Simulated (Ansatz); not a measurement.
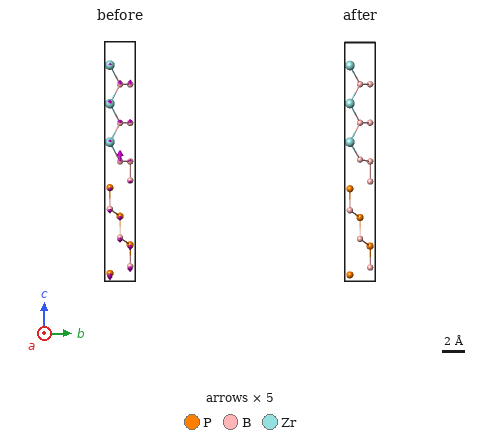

The structure of an interface cell of composition Zr₃B₁₀P₄ before (left) and after (right) a relaxation, at one scale. The purple arrows give the displacements (the part carried along by the change of the cell is left out), magnified 5 times.

The picture is a ball-and-stick view of the cell of the calculation (origin shifted), seen along the a axis.

Case: film shifted by (0, 0) in the plane.

Computed with DFT r2SCAN, scalar-relativistic, plane waves, PAW (Ansatz 0.2.0). Settings: plane-wave cutoff 500 eV; k-point mesh 12 × 12 × 2; occupations gaussian; smearing width 0.1 eV; no spin polarisation; cell relaxed at fixed a, b, gamma, alpha, beta; force threshold 0.02 eV/Å; at most 70 steps.

> Summarise the run.

The energy falls by 0.351 eV per cell of the calculation in 5 accepted moves (6 points after the start). Largest force component: 1.9 eV/Å at the start, 0.0029 eV/Å at the end. The pressure goes from −3.47 to −2.72 GPa. The SCF was repeated once at an unchanged geometry on a basis and grid sized afresh for the cell, which shifted the energy by 0.3 meV per cell of the calculation at most. The largest move relative to the cell is that of a B atom, 0.22 Å along +c. Largest moves by element: B 0.22 Å, P 0.13 Å, Zr 0.08 Å. Cell: a = b unchanged at 3.208 Å, c 21.952 → 21.865 Å (−0.4 %). Volume −0.4 %. Near-neighbour distances that change, for instance: P–Zr 2.880 → 2.696 Å, B–Zr 2.558 → 2.443 Å, B–B 1.740 → 1.840 Å, Zr–Zr 3.528 → 3.479 Å. Among the angles between lasting bonds that change: B–B–Zr 136.4° → 144.6°, Zr–B–Zr 77.7° → 82.1°, B–B–Zr 68.8° → 71.5°.
